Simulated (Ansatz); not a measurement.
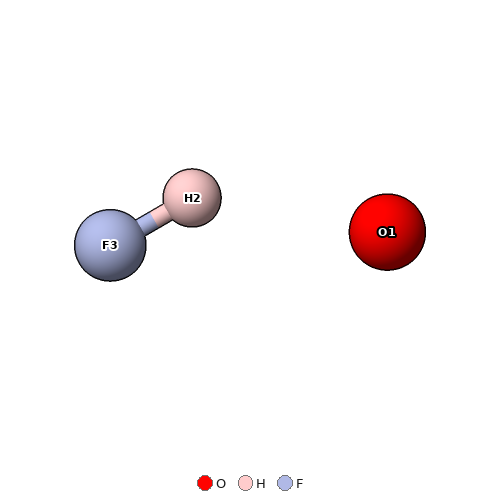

The system is O + HF, spin multiplicity 3; the picture shows the reference structure. The first coordinate is: distance O1–H2; the second: distance H2–F3. Nothing is relaxed (the angle O1–H2–F3 is fixed at 140 degrees). The grid has 17 × 17 points. Points are written as (first, second). Energies: kJ/mol, counted from the lowest grid point. In part of the range the unrestricted reference is strongly spin-contaminated. Level of theory: UKS PBE0-D4/def2-SVPD (Ansatz).

Its coordinates:

```xyz
3

O    -2.0050    0.0000    0.0000
H     0.0000    0.0000    0.0000
F     0.7316    0.6139    0.0000
```

Range: distance O1–H2 from 0.776 to 2.776 Å; distance H2–F3 from 0.728 to 2.728 Å.

**What will the energy surface look like?**

The lowest grid point is at (2.005 Å, 0.955 Å). The highest grid point, (0.776 Å, 0.728 Å), lies 1230 kJ/mol above the lowest.

| distance H2–F3 ↓, distance O1–H2 → | 0.830 | 1.003 | 1.217 | 1.459 | 1.723 | 2.005 | 2.303 | 2.615 |
| --- | --- | --- | --- | --- | --- | --- | --- | --- |
| 2.567 | 210 | 140 | 224 | 361 | 475 | 530 | 553 | 562 |
| 2.255 | 207 | 138 | 220 | 356 | 463 | 514 | 534 | 542 |
| 1.957 | 203 | 132 | 212 | 339 | 433 | 477 | 491 | 497 |
| 1.675 | 198 | 122 | 190 | 295 | 362 | 387 | 402 | 411 |
| 1.411 | 203 | 106 | 142 | 198 | 226 | 243 | 255 | 263 |
| 1.169 | 248 | 101 | 76 | 80 | 86 | 93 | 100 | 106 |
| 0.955 | 410 | 167 | 61 | 18 | 2 | 0 | 3 | 6 |
| 0.782 | 790 | 413 | 215 | 128 | 93 | 83 | 82 | 84 |

The table holds every second grid line.

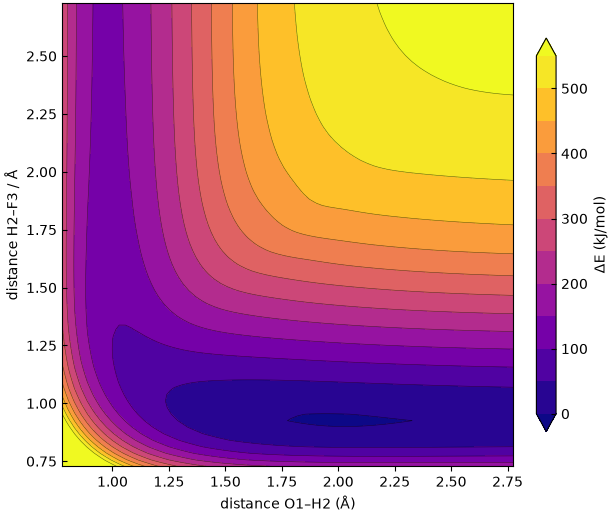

In the figure: filled contours, one colour for all values above the top of the scale. Between grid points the surface is interpolated.

Each point was launched as `ansatz run input.yaml --threads 1 --pin off --max-ram 2560MiB --backend cpu --events-out ev --progress --plain --runs-dir out`. Time for the 289 points that were run: 21 min on 1 thread of Arm Neoverse V2 (shared host).
